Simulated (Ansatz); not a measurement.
# Is the response still linear at 0.3 V/Å? MoSi2N4 bilayer, AB

The dipole of a slab grows in proportion to a weak field along its normal. Does the weak-field slope carry to a strong field?

How it was computed: Ansatz 0.2.0, plane waves with PAW datasets (its set soft_2), PBE-D3(BJ); atoms held at their relaxed places, 18 Å of vacuum, dipole correction, cell area 7.21 Å², 18×18 k-points, smearing 0.02585 eV. Without field the slab has a gap of 1.87 eV.

```
  run  field (V/Å)  dipole (e·Å)
run 1        −0.10      −0.05658
run 2         0.00       0.00581
run 3         0.10       0.06821
run 4         0.30             ?
```

**Question.** What value belongs in the row marked “?”, and how far can the other rows tell?

A least-squares line through the 3 rows shown has slope 0.623950 and intercept 0.005813; no row lies more than 0.00001 e·Å off it. A perfect conductor with that slope would be 180.95 × 0.62395 / 7.21 = 15.66 Å thick. At 0.30 it gives 0.623950 × 0.30 + 0.005813 = 0.19300 e·Å, beyond the rows fitted. Rounding and scatter of the rows alone allow about ±0.00001 e·Å there.

The run itself gives 0.19304 e·Å: a miss of +0.00004 e·Å. That is under 1 % of the induced dipole, so the response is still linear.

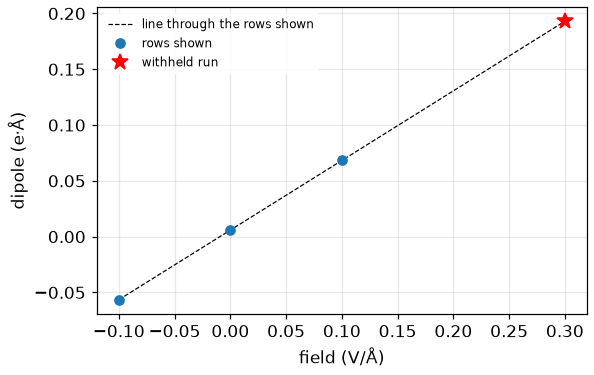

The fit and the withheld run.

**Limits.** Ions are held, so this is the electronic response. Of the series that stay linear within 1 %, this collection keeps about one in seven, and it keeps all that bend.

[Logs are printed without paths, hosts, clocks, repeated set-up lines and the standing remarks that a program may print on its own settings, such as how far it seeks lower states.]
